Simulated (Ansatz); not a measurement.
# Run report: BH$_{3}$ClF, geometry relaxation

System: BH$_{3}$ClF.
Method: RKS PBE/def2-mTZVP (Ansatz 0.2.0).

It belongs to a series of runs on one base structure; here: end point A relaxed. Figures and captions count atoms from 1; the log counts them from 0 in places.

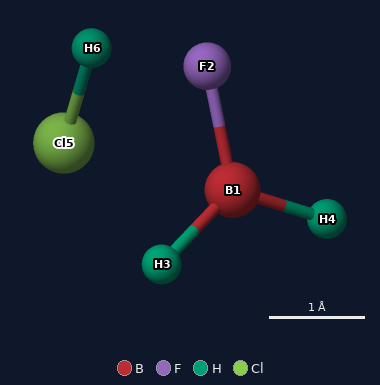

Fig. 1: The starting structure (ball-and-stick view, seen at a tilt; atoms are numbered from 1 in the order of the input). Bond lengths as drawn: B–F 1.34 Å, B–H 1.20 Å and Cl–H 1.34 Å.

Input file
```yaml
crystal:
  periodic: [false, false, false]
  atoms:
    - { symbol: B, position_ang: [-0.00724, 0.268725, -0.033711] }
    - { symbol: F, position_ang: [-0.009661, 0.439407, 1.292614] }
    - { symbol: H, position_ang: [1.055754, 0.240917, -0.59309] }
    - { symbol: H, position_ang: [-1.071687, 0.195572, -0.588258] }
    - { symbol: Cl, position_ang: [0.101664, -2.63545, 0.9262] }
    - { symbol: H, position_ang: [0.06847, -1.62387, 1.807845] }
basis:
  gaussian: { orbitals: def2-mTZVP }
hamiltonian:
  xc: pbe
relax:
  f_tol: 0.03
  max_steps: 50
```

Command:
```bash
ansatz run input.yaml --threads 1 --pin off --max-ram 2048MiB --backend cpu --events-out ev --progress --plain --runs-dir out
```

The program's output
```
The last accepted step is kept in [file] (removed where the run ends without a failure and the disk answers)
Engine: ansatz 0.2.0, x86_64-unknown-linux-gnu
Functional definition: PBE
  parameter kappa = 0.804
  parameter beta = 0.06672455060314922
  exchange = pbe_x(kappa = kappa, mu = beta*pi^2/3)
  correlation = pbe_c(beta = beta)
678 factors; their error is unknown
mean field evaluation 1: about -15956.3504 eV, gradient 2.9e1 eV
mean field evaluation 2: about -15955.1864 eV, gradient 4.4e1 eV
mean field evaluation 4: about -15957.9710 eV, gradient 1.5e0 eV
mean field evaluation 8: about -15957.9764 eV, gradient 1.1e-2 eV
mean field evaluation 16: about -15957.9516 eV, gradient 5.1e-5 eV
mean field -15957.95159169 eV, -586.4439043064 hartree, gradient 5.1e-5 eV, S^2 0.000000; 0 other end points of the search recorded, 0 dependent functions left out
the calculation of the forces begins
reference -15957.95162926 eV, -586.4439056873 hartree; 17, 17 occupied and 52, 52 virtual orbitals, 678 factors
relax step   1: F+E_penalty+E_count = -15957.95159169 eV  Δ(F+E_penalty+E_count) = +0.000e0 eV  max|allowed force component| = 7.899e-1 eV/Å  Δτ_max = 0.0000 Å  (24 SCF iters, accepted)
these checks for a lower state are left out or cut short: starts, cluster_reference, orbital_swaps, neighbouring_geometries, increment
678 factors; their error is unknown
mean field -15957.97711902 eV, -586.4448424187 hartree, gradient 1.8e-5 eV, S^2 0.000000; 0 other end points of the search recorded, 0 dependent functions left out
the calculation of the forces begins
reference -15957.97715750 eV, -586.4448438326 hartree; 17, 17 occupied and 52, 52 virtual orbitals, 678 factors
relax step   2: F+E_penalty+E_count = -15957.97711902 eV  Δ(F+E_penalty+E_count) = -2.553e-2 eV  max|allowed force component| = 5.367e-1 eV/Å  Δτ_max = 0.1709 Å  (27 SCF iters, accepted)
these checks for a lower state are left out or cut short: starts, cluster_reference, orbital_swaps, neighbouring_geometries, increment
678 factors; their error is unknown
mean field -15957.99536024 eV, -586.4455127711 hartree, gradient 1.7e-5 eV, S^2 0.000000; 0 other end points of the search recorded, 0 dependent functions left out
the calculation of the forces begins
reference -15957.99539894 eV, -586.4455141932 hartree; 17, 17 occupied and 52, 52 virtual orbitals, 678 factors
relax step   3: F+E_penalty+E_count = -15957.99536024 eV  Δ(F+E_penalty+E_count) = -1.824e-2 eV  max|allowed force component| = 2.185e-1 eV/Å  Δτ_max = 0.1085 Å  (26 SCF iters, accepted)
these checks for a lower state are left out or cut short: starts, cluster_reference, orbital_swaps, neighbouring_geometries, increment
678 factors; their error is unknown
mean field evaluation 32: about -15958.0230 eV, gradient 9.3e-3 eV
mean field -15957.99771357 eV, -586.4455992542 hartree, gradient 1.5e-5 eV, S^2 0.000000; 0 other end points of the search recorded, 0 dependent functions left out
the calculation of the forces begins
reference -15957.99775227 eV, -586.4456006766 hartree; 17, 17 occupied and 52, 52 virtual orbitals, 678 factors
relax step   4: F+E_penalty+E_count = -15957.99771357 eV  Δ(F+E_penalty+E_count) = -2.353e-3 eV  max|allowed force component| = 1.703e-1 eV/Å  Δτ_max = 0.0252 Å  (28 SCF iters, accepted)
these checks for a lower state are left out or cut short: starts, cluster_reference, orbital_swaps, neighbouring_geometries, increment
678 factors; their error is unknown
mean field -15958.00285117 eV, -586.4457880577 hartree, gradient 1.6e-5 eV, S^2 0.000000; 0 other end points of the search recorded, 0 dependent functions left out
the calculation of the forces begins
reference -15958.00288941 eV, -586.4457894628 hartree; 17, 17 occupied and 52, 52 virtual orbitals, 678 factors
relax step   5: F+E_penalty+E_count = -15958.00285117 eV  Δ(F+E_penalty+E_count) = -5.138e-3 eV  max|allowed force component| = 4.357e-1 eV/Å  Δτ_max = 0.1951 Å  (34 SCF iters, accepted)
these checks for a lower state are left out or cut short: starts, cluster_reference, orbital_swaps, neighbouring_geometries, increment
678 factors; their error is unknown
mean field -15958.00470526 eV, -586.4458561942 hartree, gradient 1.8e-5 eV, S^2 0.000000; 0 other end points of the search recorded, 0 dependent functions left out
the calculation of the forces begins
reference -15958.00474368 eV, -586.4458576061 hartree; 17, 17 occupied and 52, 52 virtual orbitals, 678 factors
relax step   6: F+E_penalty+E_count = -15958.00470526 eV  Δ(F+E_penalty+E_count) = -1.854e-3 eV  max|allowed force component| = 2.142e-1 eV/Å  Δτ_max = 0.0807 Å  (28 SCF iters, accepted)
these checks for a lower state are left out or cut short: starts, cluster_reference, orbital_swaps, neighbouring_geometries, increment
678 factors; their error is unknown
mean field -15958.00749736 eV, -586.4459588019 hartree, gradient 1.7e-5 eV, S^2 0.000000; 0 other end points of the search recorded, 0 dependent functions left out
the calculation of the forces begins
reference -15958.00753586 eV, -586.4459602167 hartree; 17, 17 occupied and 52, 52 virtual orbitals, 678 factors
relax step   7: F+E_penalty+E_count = -15958.00749736 eV  Δ(F+E_penalty+E_count) = -2.792e-3 eV  max|allowed force component| = 9.794e-2 eV/Å  Δτ_max = 0.0723 Å  (29 SCF iters, accepted)
these checks for a lower state are left out or cut short: starts, cluster_reference, orbital_swaps, neighbouring_geometries, increment
678 factors; their error is unknown
mean field evaluation 64: about -15958.0083 eV, gradient 9.3e-4 eV
mean field -15958.00833430 eV, -586.4459895589 hartree, gradient 1.7e-5 eV, S^2 0.000000; 0 other end points of the search recorded, 0 dependent functions left out
the calculation of the forces begins
reference -15958.00837272 eV, -586.4459909710 hartree; 17, 17 occupied and 52, 52 virtual orbitals, 678 factors
relax step   8: F+E_penalty+E_count = -15958.00833430 eV  Δ(F+E_penalty+E_count) = -8.369e-4 eV  max|allowed force component| = 1.875e-1 eV/Å  Δτ_max = 0.0585 Å  (29 SCF iters, accepted)
these checks for a lower state are left out or cut short: starts, cluster_reference, orbital_swaps, neighbouring_geometries, increment
678 factors; their error is unknown
mean field -15958.01035594 eV, -586.4460638528 hartree, gradient 1.6e-5 eV, S^2 0.000000; 0 other end points of the search recorded, 0 dependent functions left out
the calculation of the forces begins
reference -15958.01039412 eV, -586.4460652559 hartree; 17, 17 occupied and 52, 52 virtual orbitals, 678 factors
relax step   9: F+E_penalty+E_count = -15958.01035594 eV  Δ(F+E_penalty+E_count) = -2.022e-3 eV  max|allowed force component| = 1.257e-2 eV/Å  Δτ_max = 0.0553 Å  (28 SCF iters, accepted)
these checks for a lower state are left out or cut short: starts, cluster_reference, orbital_swaps, neighbouring_geometries, increment
678 factors; their error is unknown
mean field -15958.00911563 eV, -586.4460182725 hartree, gradient 1.6e-5 eV, S^2 0.000000; 0 other end points of the search recorded, 0 dependent functions left out
the calculation of the forces begins
reference -15958.00915354 eV, -586.4460196654 hartree; 17, 17 occupied and 52, 52 virtual orbitals, 678 factors
relax step  10: F+E_penalty+E_count = -15958.00911563 eV  Δ(F+E_penalty+E_count) = +1.240e-3 eV  max|allowed force component| = 1.369e-1 eV/Å  Δτ_max = 0.0391 Å  (28 SCF iters, rejected (line search))
these checks for a lower state are left out or cut short: starts, cluster_reference, orbital_swaps, neighbouring_geometries, increment
678 factors; their error is unknown
mean field -15958.01043451 eV, -586.4460667404 hartree, gradient 1.4e-5 eV, S^2 0.000000; 0 other end points of the search recorded, 0 dependent functions left out
the calculation of the forces begins
reference -15958.01047259 eV, -586.4460681397 hartree; 17, 17 occupied and 52, 52 virtual orbitals, 678 factors
relax step  11: F+E_penalty+E_count = -15958.01043451 eV  Δ(F+E_penalty+E_count) = -7.857e-5 eV  max|allowed force component| = 1.802e-2 eV/Å  Δτ_max = 0.0192 Å  (30 SCF iters, accepted)
678 factors; their error is unknown
mean field evaluation 96: about -15958.0348 eV, gradient 1.3e-1 eV
```

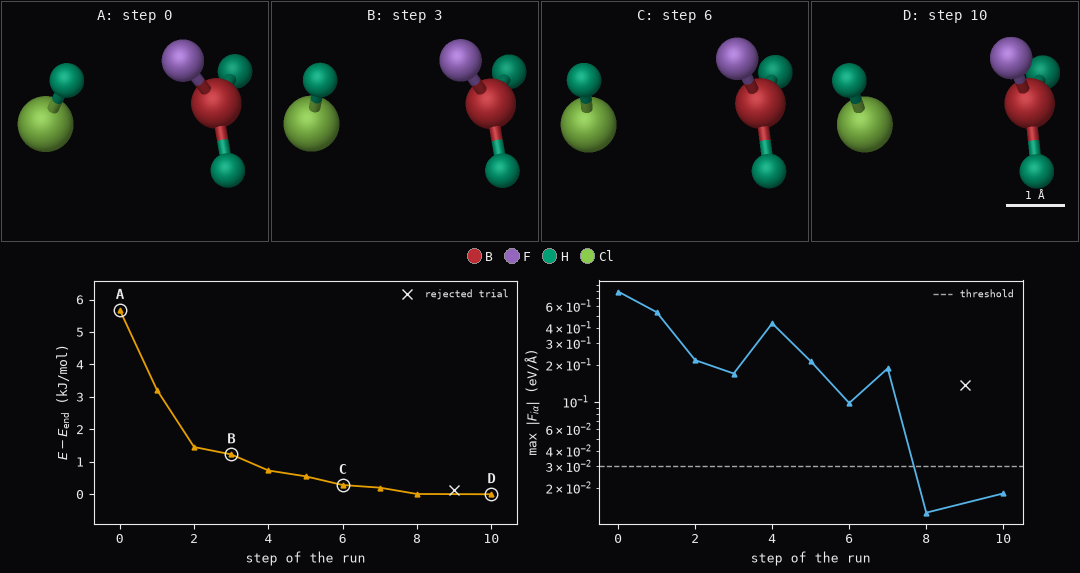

Fig. 2: Frames of the relaxation (ball-and-stick view, seen at a tilt) above the curves, on which the letters mark them (the first geometry is step 0 here and step 1 in the log).

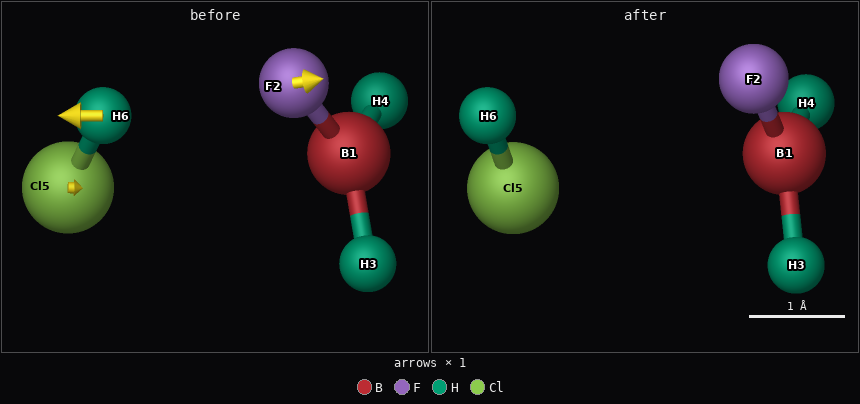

Fig. 3: Before (left) and after (right) the relaxation, at one scale (ball-and-stick view, seen at a tilt). The yellow arrows give the displacements, at true length. After 10 geometry steps the energy has fallen by 5.68 kJ/mol. Largest force component: 0.79 eV/Å at the start, 0.018 eV/Å at the end. The line search rejected the trial step at point 9 (counted from 0) and went back. The atom that moves furthest after the best rigid fit is H6 (0.48 Å). Largest moves by element: H 0.48 Å, F 0.33 Å, Cl 0.16 Å, B 0.06 Å. Distances before and after: Cl5–H6 1.342 → 1.307 Å. (Atoms are counted from 1 in the order of the input.)

```
mean field -15958.01043451 eV, -586.4460667404 hartree, gradient 1.5e-5 eV, S^2 0.000000; 1 other end points of the search recorded, 0 dependent functions left out
the calculation of the forces begins
reference -15958.01047259 eV, -586.4460681397 hartree; 17, 17 occupied and 52, 52 virtual orbitals, 678 factors
Total energy: -15958.01047259 eV, -586.4460681397 hartree
Atom 0 at    -0.008460     0.319295    -0.061515 Å, force     0.000089    -0.009249     0.004345 eV/Å
Atom 1 at    -0.018058     0.757998     1.205671 Å, force    -0.000060     0.005043    -0.001557 eV/Å
Atom 2 at     1.057822     0.213482    -0.604313 Å, force    -0.004423     0.003071    -0.000855 eV/Å
Atom 3 at    -1.069539     0.145276    -0.596901 Å, force     0.004510     0.002963    -0.000579 eV/Å
Atom 4 at     0.088077    -2.511320     0.825013 Å, force     0.000053     0.003654     0.016666 eV/Å
Atom 5 at     0.087458    -2.039429     2.043644 Å, force    -0.000171    -0.005482    -0.018020 eV/Å
Dipole moment:     0.005654    -0.083077     0.162492 e Å
```

Trajectory as extended XYZ (Å, eV, eV/Å), 11 frames, from step=1 to step=11
```
6
Properties=species:S:1:pos:R:3:forces:R:3 step=1 energy=-15957.95159
B    -0.0072    0.2687   -0.0337   -0.0241  -0.0798  -0.4484
F    -0.0097    0.4394    1.2926    0.0005   0.2041   0.3063
H     1.0558    0.2409   -0.5931   -0.0190   0.0295   0.0454
H    -1.0717    0.1956   -0.5883    0.0373   0.0255   0.0472
Cl    0.1017   -2.6355    0.9262   -0.0224   0.6107   0.5757
H     0.0685   -1.6239    1.8078    0.0278  -0.7899  -0.5262
6
Properties=species:S:1:pos:R:3:forces:R:3 step=2 energy=-15957.97712
B    -0.0091    0.3029   -0.0635   -0.0216   0.5367  -0.0029
F    -0.0144    0.5702    1.2552    0.0076  -0.1924  -0.1150
H     1.0544    0.3013   -0.6206    0.0095  -0.1788   0.0436
H    -1.0731    0.2488   -0.6175    0.0054  -0.1811   0.0437
Cl    0.1010   -2.7571    0.9830   -0.0103   0.3819   0.2738
H     0.0785   -1.7807    1.8750    0.0095  -0.3663  -0.2433
6
Properties=species:S:1:pos:R:3:forces:R:3 step=3 energy=-15957.99536
B    -0.0100    0.3283   -0.0846   -0.0065   0.2185  -0.1327
F    -0.0133    0.5375    1.2372    0.0011  -0.0201   0.1140
H     1.0549    0.3213   -0.6397   -0.0029  -0.0925   0.0101
H    -1.0750    0.2670   -0.6362    0.0084  -0.0940   0.0103
Cl    0.0986   -2.7152    0.9794    0.0007  -0.0706  -0.1096
H     0.0821   -1.8536    1.9554   -0.0008   0.0586   0.1080
6
Properties=species:S:1:pos:R:3:forces:R:3 step=4 energy=-15957.99771
B    -0.0099    0.3296   -0.0824   -0.0034   0.1555  -0.1136
F    -0.0138    0.5604    1.2354    0.0004  -0.0022   0.1239
H     1.0552    0.3082   -0.6352    0.0080  -0.0717  -0.0039
H    -1.0743    0.2528   -0.6316   -0.0047  -0.0740  -0.0039
Cl    0.0976   -2.6969    0.9621    0.0013  -0.1136  -0.1703
H     0.0825   -1.8689    1.9633   -0.0016   0.1060   0.1678
6
Properties=species:S:1:pos:R:3:forces:R:3 step=5 energy=-15958.00285
B    -0.0090    0.3221   -0.0613    0.0013  -0.0844   0.2693
F    -0.0172    0.7159    1.2278   -0.0019  -0.0341  -0.2677
H     1.0572    0.2102   -0.6007    0.0063   0.0602  -0.0077
H    -1.0697    0.1487   -0.5963   -0.0047   0.0586  -0.0016
Cl    0.0909   -2.5538    0.8298   -0.0035   0.2307   0.4357
H     0.0850   -1.9579    2.0122    0.0026  -0.2310  -0.4280
6
Properties=species:S:1:pos:R:3:forces:R:3 step=6 energy=-15958.00470
B    -0.0091    0.3192   -0.0627    0.0029  -0.0353  -0.1952
F    -0.0157    0.6495    1.2315   -0.0010   0.0587   0.2142
H     1.0570    0.2455   -0.6094    0.0053  -0.0103  -0.0130
H    -1.0717    0.1867   -0.6051   -0.0064  -0.0134  -0.0133
Cl    0.0939   -2.6169    0.8799   -0.0030   0.1094   0.1222
H     0.0830   -1.8987    1.9775    0.0022  -0.1091  -0.1150
6
Properties=species:S:1:pos:R:3:forces:R:3 step=7 energy=-15958.00750
B    -0.0095    0.3291   -0.0709    0.0039   0.0063  -0.0720
F    -0.0169    0.6853    1.2190   -0.0017   0.0223   0.0979
H     1.0577    0.2500   -0.6154   -0.0022  -0.0197  -0.0125
H    -1.0723    0.1884   -0.6113    0.0011  -0.0212  -0.0114
Cl    0.0919   -2.6060    0.8771   -0.0013   0.0253  -0.0085
H     0.0864   -1.9615    2.0131    0.0003  -0.0130   0.0064
6
Properties=species:S:1:pos:R:3:forces:R:3 step=8 energy=-15958.00833
B    -0.0093    0.3316   -0.0714    0.0038   0.0033  -0.0894
F    -0.0178    0.7244    1.2071   -0.0014   0.0284   0.1187
H     1.0577    0.2420   -0.6149   -0.0001  -0.0221  -0.0117
H    -1.0714    0.1772   -0.6096   -0.0014  -0.0233  -0.0116
Cl    0.0903   -2.5748    0.8639   -0.0005  -0.0672  -0.1875
H     0.0879   -2.0151    2.0365   -0.0004   0.0808   0.1815
6
Properties=species:S:1:pos:R:3:forces:R:3 step=9 energy=-15958.01036
B    -0.0087    0.3236   -0.0642    0.0007  -0.0126   0.0024
F    -0.0180    0.7505    1.2066   -0.0002   0.0064   0.0024
H     1.0579    0.2204   -0.6071   -0.0060   0.0015  -0.0012
H    -1.0701    0.1529   -0.6001    0.0059   0.0013  -0.0008
Cl    0.0886   -2.5284    0.8338   -0.0002   0.0039  -0.0024
H     0.0876   -2.0336    2.0426   -0.0001  -0.0006  -0.0003
6
Properties=species:S:1:pos:R:3:forces:R:3 step=10 energy=-15958.00912 accepted=F
B    -0.0079    0.3054   -0.0517   -0.0054   0.1369  -0.0262
F    -0.0188    0.7863    1.2015    0.0023  -0.0659  -0.0183
H     1.0576    0.2016   -0.5966   -0.0018  -0.0393   0.0176
H    -1.0686    0.1331   -0.5889    0.0053  -0.0395   0.0179
Cl    0.0879   -2.4976    0.8097   -0.0005   0.0396   0.0819
H     0.0871   -2.0435    2.0375    0.0001  -0.0318  -0.0728
6
Properties=species:S:1:pos:R:3:forces:R:3 step=11 energy=-15958.01044
B    -0.0085    0.3193   -0.0615    0.0001  -0.0092   0.0043
F    -0.0181    0.7580    1.2057   -0.0001   0.0050  -0.0016
H     1.0578    0.2135   -0.6043   -0.0044   0.0031  -0.0009
H    -1.0695    0.1453   -0.5969    0.0045   0.0030  -0.0006
Cl    0.0881   -2.5113    0.8250    0.0001   0.0037   0.0167
H     0.0875   -2.0394    2.0436   -0.0002  -0.0055  -0.0180
```

Key numbers

| quantity | value |
| --- | --- |
| outcome | converged |
| total energy | −15958.0105 eV |
| mean-field energy | −15958.0105 eV |
| largest force (length of the vector) at the end | 0.019 eV/Å |
| hardware | 1 thread of Intel Xeon @ 2.50GHz (Skylake/Cascade Lake), 64 GiB of memory available, shared host |
| wall time | 17 s |
| peak memory | 0.15 GiB |
